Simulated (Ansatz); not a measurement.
# Ge (diamond structure), cut as (100) film, 5 layers, 2x1 monohydride

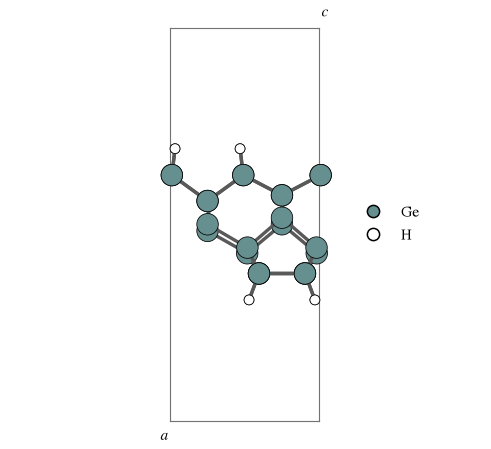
*Optimised geometry, one periodic cell*

The numbers are results of PBE (plane waves to 420 eV, PAW; Ansatz, a program for electronic structure), not measurements.

* **change of bonding against the cut**: none
* **number of neighbours within 2.969 Å (ending not counted)**: 3 for 8 atoms, 4 for 12 atoms
* **mean Ge-Ge distance (least to greatest)**: 2.495 Å (2.474 to 2.528)
